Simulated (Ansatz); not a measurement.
Run report: C$_{2}$H$_{4}$Cl$_{2}$Ge, geometry relaxation

The run: geometry relaxation of C$_{2}$H$_{4}$Cl$_{2}$Ge. Method and program: RKS PBE0-D4/def2-TZVP (Ansatz 0.2.0).

The geometry: PBE-D4/def2-SVP start. Figures and captions count atoms from 1; the log counts them from 0 in places.

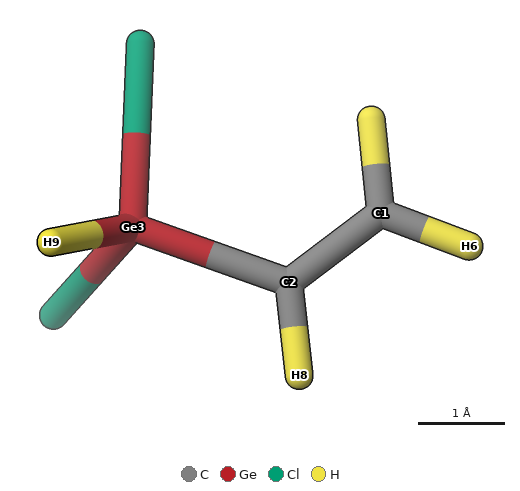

*The input geometry (stick view, seen at a tilt; atoms are numbered from 1 in the order of the input). Sticks mark near contacts.*

**Summary**

| quantity | value |
| --- | --- |
| outcome | converged |
| total energy | −83688.3873 eV |
| mean-field energy | −83688.1640 eV |
| dispersion energy | −0.2233 eV |
| SCF solution under orbital rotations | stable |
| largest force (length of the vector) at the end | 0.001 eV/Å |
| dipole moment | 2.70 D |
| hardware | 4 threads of Arm Neoverse V2, 23 GiB of memory available, shared host |
| wall time | 40 s (CPU time 2.5 min) |
| peak memory | 0.7 GiB |

**Input file**
```yaml
crystal:
  periodic: [false, false, false]
  atoms:
    - {symbol: C, position_ang: [1.627762, -0.040875, -0.067461]}
    - {symbol: C, position_ang: [0.468243, -0.710449, 0.049952]}
    - {symbol: Ge, position_ang: [-1.244932, 0.187635, 0.181977]}
    - {symbol: Cl, position_ang: [-2.493971, -0.433849, -1.489941]}
    - {symbol: Cl, position_ang: [-0.898223, 2.331671, 0.019273]}
    - {symbol: H, position_ang: [2.593237, -0.569781, -0.147752]}
    - {symbol: H, position_ang: [1.656407, 1.062022, -0.092406]}
    - {symbol: H, position_ang: [0.448261, -1.814851, 0.061417]}
    - {symbol: H, position_ang: [-2.068383, -0.058022, 1.467941]}
basis:
  gaussian: {orbitals: def2-TZVP}
hamiltonian: {xc: pbe0, dispersion: d4}
relax: {f_tol: 0.005, max_steps: 150}
```

Run as:
```bash
ansatz run in.yaml --threads 4 --pin off --events-out ev --progress --plain --max-ram 10444MiB
```

**The program's output**
```
Functional definition: PBE0
  name "PBE0"
  cite "Adamo & Barone, J. Chem. Phys. 110, 6158 (1999) doi:10.1063/1.478522"
  cite "Perdew, Burke & Ernzerhof, Phys. Rev. Lett. 77, 3865 (1996) doi:10.1103/PhysRevLett.77.3865"
  parent pbe
  parameter a = 0.25
  parameter kappa = 0.804
  parameter beta = 0.06672455060314922
  exchange = (1 - a)*pbe_x(kappa = kappa, mu = beta*pi^2/3) + a*exact_x
  correlation = pbe_c(beta = beta)
1473 factors; their error is unknown
mean field evaluation 1: about -83682.0796 eV, gradient 5.1e1 eV
mean field evaluation 2: about -83678.2509 eV, gradient 6.4e1 eV
mean field evaluation 4: about -83687.7627 eV, gradient 2.9e0 eV
mean field evaluation 8: about -83687.7817 eV, gradient 6.9e-2 eV
mean field evaluation 16: about -83688.1180 eV, gradient 2.0e-4 eV
mean field -83688.11796774 eV, -3075.4816094706 hartree, gradient 3.0e-5 eV, S^2 0.000000; 0 other end points of the search recorded, 0 dependent functions left out
the calculation of the forces begins
reference -83688.11799984 eV, -3075.4816106502 hartree; 41, 41 occupied and 167, 167 virtual orbitals, 1473 factors
relax step   1: F+E_penalty+E_count = -83688.33931933 eV  Δ(F+E_penalty+E_count) = +0.000e0 eV  max|allowed force component| = 6.348e-1 eV/Å  Δτ_max = 0.0000 Å  (29 SCF iters, accepted)
these checks for a lower state are left out or cut short: starts, cluster_reference, orbital_swaps, neighbouring_geometries, increment
1473 factors; their error is unknown
mean field -83688.16167795 eV, -3075.4832157914 hartree, gradient 1.9e-5 eV, S^2 0.000000; 0 other end points of the search recorded, 0 dependent functions left out
the calculation of the forces begins
reference -83688.16170986 eV, -3075.4832169641 hartree; 41, 41 occupied and 167, 167 virtual orbitals, 1473 factors
relax step   2: F+E_penalty+E_count = -83688.38495477 eV  Δ(F+E_penalty+E_count) = -4.564e-2 eV  max|allowed force component| = 1.626e-1 eV/Å  Δτ_max = 0.0368 Å  (31 SCF iters, accepted)
these checks for a lower state are left out or cut short: starts, cluster_reference, orbital_swaps, neighbouring_geometries, increment
1473 factors; their error is unknown
mean field evaluation 32: about -83688.1628 eV, gradient 1.9e-5 eV
mean field -83688.16277526 eV, -3075.4832561165 hartree, gradient 1.9e-5 eV, S^2 0.000000; 0 other end points of the search recorded, 0 dependent functions left out
the calculation of the forces begins
reference -83688.16280714 eV, -3075.4832572884 hartree; 41, 41 occupied and 167, 167 virtual orbitals, 1473 factors
relax step   3: F+E_penalty+E_count = -83688.38628575 eV  Δ(F+E_penalty+E_count) = -1.331e-3 eV  max|allowed force component| = 5.665e-2 eV/Å  Δτ_max = 0.0210 Å  (32 SCF iters, accepted)
these checks for a lower state are left out or cut short: starts, cluster_reference, orbital_swaps, neighbouring_geometries, increment
1473 factors; their error is unknown
mean field -83688.16350200 eV, -3075.4832828239 hartree, gradient 1.9e-5 eV, S^2 0.000000; 0 other end points of the search recorded, 0 dependent functions left out
the calculation of the forces begins
reference -83688.16353389 eV, -3075.4832839960 hartree; 41, 41 occupied and 167, 167 virtual orbitals, 1473 factors
relax step   4: F+E_penalty+E_count = -83688.38704008 eV  Δ(F+E_penalty+E_count) = -7.543e-4 eV  max|allowed force component| = 5.515e-2 eV/Å  Δτ_max = 0.0196 Å  (31 SCF iters, accepted)
these checks for a lower state are left out or cut short: starts, cluster_reference, orbital_swaps, neighbouring_geometries, increment
1473 factors; their error is unknown
mean field -83688.16375534 eV, -3075.4832921339 hartree, gradient 1.9e-5 eV, S^2 0.000000; 0 other end points of the search recorded, 0 dependent functions left out
the calculation of the forces begins
reference -83688.16378724 eV, -3075.4832933061 hartree; 41, 41 occupied and 167, 167 virtual orbitals, 1473 factors
relax step   5: F+E_penalty+E_count = -83688.38720326 eV  Δ(F+E_penalty+E_count) = -1.632e-4 eV  max|allowed force component| = 1.445e-2 eV/Å  Δτ_max = 0.0047 Å  (32 SCF iters, accepted)
these checks for a lower state are left out or cut short: starts, cluster_reference, orbital_swaps, neighbouring_geometries, increment
1473 factors; their error is unknown
mean field -83688.16383037 eV, -3075.4832948913 hartree, gradient 1.9e-5 eV, S^2 0.000000; 0 other end points of the search recorded, 0 dependent functions left out
the calculation of the forces begins
reference -83688.16386229 eV, -3075.4832960642 hartree; 41, 41 occupied and 167, 167 virtual orbitals, 1473 factors
relax step   6: F+E_penalty+E_count = -83688.38725270 eV  Δ(F+E_penalty+E_count) = -4.944e-5 eV  max|allowed force component| = 8.235e-3 eV/Å  Δτ_max = 0.0131 Å  (31 SCF iters, accepted)
these checks for a lower state are left out or cut short: starts, cluster_reference, orbital_swaps, neighbouring_geometries, increment
1473 factors; their error is unknown
mean field -83688.16396139 eV, -3075.4832997062 hartree, gradient 1.9e-5 eV, S^2 0.000000; 0 other end points of the search recorded, 0 dependent functions left out
the calculation of the forces begins
reference -83688.16399332 eV, -3075.4833008796 hartree; 41, 41 occupied and 167, 167 virtual orbitals, 1473 factors
relax step   7: F+E_penalty+E_count = -83688.38727265 eV  Δ(F+E_penalty+E_count) = -1.994e-5 eV  max|allowed force component| = 9.498e-3 eV/Å  Δτ_max = 0.0076 Å  (33 SCF iters, accepted)
these checks for a lower state are left out or cut short: starts, cluster_reference, orbital_swaps, neighbouring_geometries, increment
1473 factors; their error is unknown
mean field evaluation 64: about -83688.1640 eV, gradient 1.3e-4 eV
mean field -83688.16396108 eV, -3075.4832996949 hartree, gradient 1.9e-5 eV, S^2 0.000000; 0 other end points of the search recorded, 0 dependent functions left out
the calculation of the forces begins
reference -83688.16399301 eV, -3075.4833008684 hartree; 41, 41 occupied and 167, 167 virtual orbitals, 1473 factors
relax step   8: F+E_penalty+E_count = -83688.38729170 eV  Δ(F+E_penalty+E_count) = -1.905e-5 eV  max|allowed force component| = 5.480e-3 eV/Å  Δτ_max = 0.0025 Å  (33 SCF iters, accepted)
these checks for a lower state are left out or cut short: starts, cluster_reference, orbital_swaps, neighbouring_geometries, increment
1473 factors; their error is unknown
mean field -83688.16395732 eV, -3075.4832995566 hartree, gradient 1.9e-5 eV, S^2 0.000000; 0 other end points of the search recorded, 0 dependent functions left out
the calculation of the forces begins
reference -83688.16398925 eV, -3075.4833007301 hartree; 41, 41 occupied and 167, 167 virtual orbitals, 1473 factors
relax step   9: F+E_penalty+E_count = -83688.38729325 eV  Δ(F+E_penalty+E_count) = -1.552e-6 eV  max|allowed force component| = 1.094e-3 eV/Å  Δτ_max = 0.0004 Å  (33 SCF iters, accepted)
1473 factors; their error is unknown
mean field evaluation 96: about -83688.1640 eV, gradient 3.6e-4 eV
```

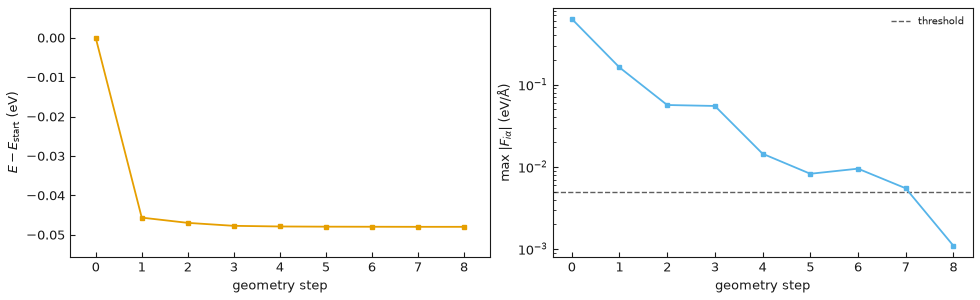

*Progress of the relaxation, step by step (the first geometry is step 0 here and step 1 in the log).*

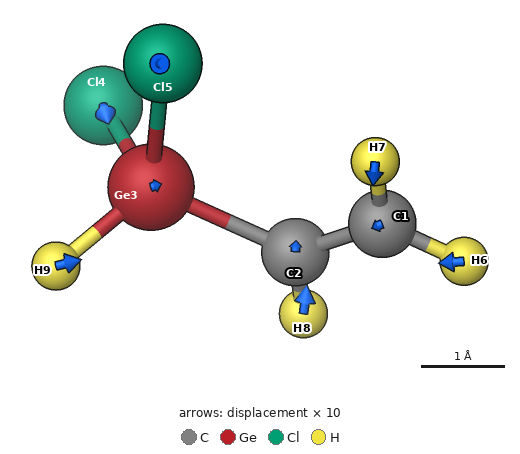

*The starting structure with the displacements as blue arrows, magnified 10 times (ball-and-stick view, seen at a tilt). The two geometries are laid on each other by the best rigid fit.*

After 8 geometry steps the energy has fallen by 0.048 eV. The largest force component goes from 0.63 to 0.0011 eV/Å. H8 moves most after the best rigid fit: 0.036 Å. Largest moves by element: H 0.036 Å, Cl 0.035 Å, C 0.015 Å, Ge 0.015 Å. Distances before and after: Ge3–Cl4 2.178 → 2.148 Å, C1–C2 1.344 → 1.326 Å, C1–H6 1.104 → 1.086 Å, C2–Ge3 1.939 → 1.923 Å. (Atoms are counted from 1 in the order of the input.)

```
mean field -83688.16395732 eV, -3075.4832995566 hartree, gradient 1.9e-5 eV, S^2 0.000000; 1 other end points of the search recorded, 0 dependent functions left out
the calculation of the forces begins
reference -83688.16398925 eV, -3075.4833007301 hartree; 41, 41 occupied and 167, 167 virtual orbitals, 1473 factors
Total energy: -83688.38732519 eV, -3075.4915081743 hartree
Atom 0 at     1.615235    -0.044807    -0.059890 Å, force    -0.000298    -0.000236     0.000006 eV/Å
Atom 1 at     0.466787    -0.699743     0.039154 Å, force     0.000249    -0.000100    -0.000154 eV/Å
Atom 2 at    -1.231700     0.191598     0.176724 Å, force    -0.000257     0.000069     0.001094 eV/Å
Atom 3 at    -2.476371    -0.432005    -1.459688 Å, force    -0.000155    -0.000081    -0.000217 eV/Å
Atom 4 at    -0.916856     2.307613     0.001907 Å, force     0.000010     0.000130    -0.000116 eV/Å
Atom 5 at     2.561782    -0.571297    -0.138587 Å, force     0.000057    -0.000049    -0.000039 eV/Å
Atom 6 at     1.657867     1.039796    -0.070966 Å, force    -0.000149     0.000030     0.000112 eV/Å
Atom 7 at     0.448920    -1.786696     0.038334 Å, force     0.000137     0.000168     0.000037 eV/Å
Atom 8 at    -2.037263    -0.050958     1.456012 Å, force     0.000408     0.000069    -0.000723 eV/Å
Dipole moment:     0.384718    -0.296262     0.281204 e Å
```

**Trajectory as extended XYZ (Å, eV, eV/Å), 9 frames, from step=1 to step=9**
```
9
Properties=species:S:1:pos:R:3:forces:R:3 step=1 energy=-83688.33932
C     1.6278   -0.0409   -0.0675   -0.4350  -0.2283   0.0432
C     0.4682   -0.7104    0.0500    0.6348   0.0959  -0.0883
Ge   -1.2449    0.1876    0.1820    0.0018   0.1647  -0.1762
Cl   -2.4940   -0.4338   -1.4899    0.2773   0.1557   0.3794
Cl   -0.8982    2.3317    0.0193   -0.1142  -0.4967   0.0270
H     2.5932   -0.5698   -0.1478   -0.5379   0.2829   0.0482
H     1.6564    1.0620   -0.0924   -0.0053  -0.6183   0.0141
H     0.4483   -1.8149    0.0614    0.0477   0.5896  -0.0067
H    -2.0684   -0.0580    1.4679    0.1307   0.0544  -0.2405
9
Properties=species:S:1:pos:R:3:forces:R:3 step=2 energy=-83688.38496
C     1.6156   -0.0443   -0.0680   -0.0500  -0.0300   0.0094
C     0.4695   -0.7076    0.0435    0.0949  -0.0121   0.0309
Ge   -1.2309    0.1881    0.1831    0.0090   0.0235  -0.0631
Cl   -2.4694   -0.4181   -1.4675    0.0163   0.0011   0.0225
Cl   -0.9102    2.3078    0.0156   -0.0012  -0.0588   0.0106
H     2.5700   -0.5666   -0.1417   -0.1355   0.0824  -0.0018
H     1.6449    1.0450   -0.0926    0.0214  -0.1602   0.0057
H     0.4547   -1.7990    0.0592    0.0094   0.1626  -0.0086
H    -2.0558   -0.0518    1.4516    0.0357  -0.0086  -0.0056
9
Properties=species:S:1:pos:R:3:forces:R:3 step=3 energy=-83688.38629
C     1.6125   -0.0441   -0.0603    0.0056  -0.0057  -0.0406
C     0.4681   -0.7023    0.0563   -0.0348  -0.0028  -0.0567
Ge   -1.2317    0.1893    0.1764    0.0113  -0.0020   0.0465
Cl   -2.4677   -0.4239   -1.4705    0.0145  -0.0037   0.0063
Cl   -0.9083    2.3041    0.0106   -0.0048   0.0145  -0.0060
H     2.5589   -0.5670   -0.1596    0.0116   0.0004   0.0441
H     1.6481    1.0403   -0.0783    0.0146   0.0138  -0.0018
H     0.4514   -1.7889    0.0576    0.0065  -0.0135   0.0026
H    -2.0431   -0.0541    1.4508   -0.0243  -0.0009   0.0055
9
Properties=species:S:1:pos:R:3:forces:R:3 step=4 energy=-83688.38704
C     1.6123   -0.0445   -0.0691    0.0177  -0.0083   0.0551
C     0.4671   -0.7018    0.0465   -0.0247   0.0066  -0.0246
Ge   -1.2316    0.1903    0.1787    0.0128  -0.0069   0.0016
Cl   -2.4669   -0.4232   -1.4678   -0.0091  -0.0026  -0.0061
Cl   -0.9102    2.3058    0.0142   -0.0043   0.0102  -0.0012
H     2.5610   -0.5681   -0.1401   -0.0009   0.0012  -0.0220
H     1.6495    1.0398   -0.0883    0.0095   0.0142  -0.0141
H     0.4510   -1.7883    0.0564    0.0036  -0.0137   0.0068
H    -2.0438   -0.0565    1.4524   -0.0047  -0.0007   0.0045
9
Properties=species:S:1:pos:R:3:forces:R:3 step=5 energy=-83688.38720
C     1.6137   -0.0447   -0.0646   -0.0040  -0.0071  -0.0144
C     0.4674   -0.7017    0.0454   -0.0026   0.0081   0.0075
Ge   -1.2315    0.1905    0.1789    0.0060  -0.0020  -0.0047
Cl   -2.4678   -0.4231   -1.4675   -0.0041  -0.0016  -0.0026
Cl   -0.9124    2.3069    0.0143   -0.0021  -0.0010   0.0000
H     2.5618   -0.5690   -0.1421   -0.0064   0.0045   0.0028
H     1.6513    1.0399   -0.0900    0.0081  -0.0032   0.0091
H     0.4512   -1.7887    0.0566    0.0023   0.0028   0.0007
H    -2.0452   -0.0566    1.4520    0.0029  -0.0004   0.0015
9
Properties=species:S:1:pos:R:3:forces:R:3 step=6 energy=-83688.38725
C     1.6140   -0.0449   -0.0615   -0.0016   0.0008  -0.0049
C     0.4666   -0.7010    0.0426    0.0082   0.0038  -0.0058
Ge   -1.2318    0.1909    0.1785    0.0014   0.0026  -0.0019
Cl   -2.4712   -0.4285   -1.4634   -0.0046  -0.0022   0.0011
Cl   -0.9149    2.3070    0.0061   -0.0003  -0.0015   0.0013
H     2.5612   -0.5701   -0.1405   -0.0018  -0.0001  -0.0009
H     1.6544    1.0397   -0.0783    0.0031   0.0001   0.0072
H     0.4507   -1.7879    0.0435   -0.0052  -0.0019   0.0075
H    -2.0406   -0.0517    1.4558    0.0007  -0.0017  -0.0037
9
Properties=species:S:1:pos:R:3:forces:R:3 step=7 energy=-83688.38727
C     1.6151   -0.0450   -0.0606   -0.0022   0.0039   0.0052
C     0.4668   -0.7000    0.0403    0.0095   0.0020  -0.0087
Ge   -1.2314    0.1919    0.1764   -0.0084  -0.0019   0.0088
Cl   -2.4765   -0.4323   -1.4595    0.0028   0.0024  -0.0034
Cl   -0.9162    2.3082    0.0039    0.0002  -0.0039  -0.0032
H     2.5618   -0.5712   -0.1393    0.0008  -0.0017  -0.0008
H     1.6576    1.0397   -0.0722   -0.0001  -0.0001  -0.0012
H     0.4502   -1.7869    0.0396   -0.0061  -0.0012   0.0023
H    -2.0391   -0.0509    1.4543    0.0037   0.0005   0.0009
9
Properties=species:S:1:pos:R:3:forces:R:3 step=8 energy=-83688.38729
C     1.6154   -0.0448   -0.0600   -0.0019   0.0000   0.0000
C     0.4670   -0.6997    0.0391   -0.0055   0.0016   0.0004
Ge   -1.2318    0.1915    0.1767    0.0024  -0.0004   0.0025
Cl   -2.4764   -0.4319   -1.4598   -0.0001  -0.0003  -0.0001
Cl   -0.9170    2.3075    0.0021    0.0000   0.0013  -0.0004
H     2.5619   -0.5714   -0.1385    0.0012   0.0000  -0.0002
H     1.6580    1.0398   -0.0712    0.0003  -0.0008   0.0002
H     0.4486   -1.7866    0.0385    0.0026  -0.0011  -0.0002
H    -2.0373   -0.0510    1.4561    0.0011  -0.0002  -0.0022
9
Properties=species:S:1:pos:R:3:forces:R:3 step=9 energy=-83688.38729
C     1.6152   -0.0448   -0.0599   -0.0003  -0.0002   0.0000
C     0.4668   -0.6997    0.0392    0.0002  -0.0001  -0.0002
Ge   -1.2317    0.1916    0.1767   -0.0003   0.0001   0.0011
Cl   -2.4764   -0.4320   -1.4597   -0.0002  -0.0001  -0.0002
Cl   -0.9169    2.3076    0.0019    0.0000   0.0001  -0.0001
H     2.5618   -0.5713   -0.1386    0.0001   0.0000   0.0000
H     1.6579    1.0398   -0.0710   -0.0001   0.0000   0.0001
H     0.4489   -1.7867    0.0383    0.0001   0.0002   0.0000
H    -2.0373   -0.0510    1.4560    0.0004   0.0001  -0.0007
```
